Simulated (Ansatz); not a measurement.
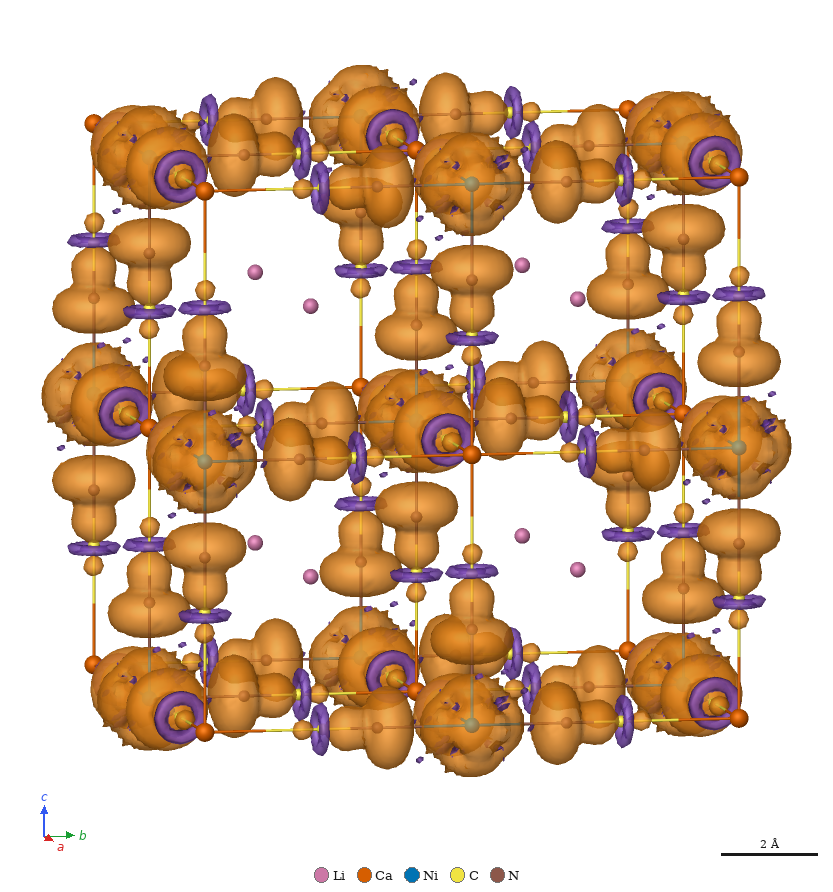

The picture shows: Li$_{2}$CaNiC$_{6}$N$_{6}$. Isosurfaces of the magnetisation density (up minus down) at +0.008 (orange) and −0.008 e/Å³ (purple), seen slightly off an axis. Sticks mark near contacts.

Space group Fm-3m; a structure generated by program, which may or may not match a known phase; spin-polarised.

All numbers below come from DFT PBE, scalar-relativistic, plane waves, PAW in Ansatz.

In a PAW calculation such maps are meaningful between the atoms, not at the nuclei.

Question: Where is the spin, and how is it ordered?

Answer: The spin density sits on Ni: +1.6 μB (×4) in one cell of 64 atoms: parallel main moments, as they must be, since the calculation's own cell holds one magnetic site. The cell of the calculation (16 atoms) carries 2.0 μB of net spin moment.
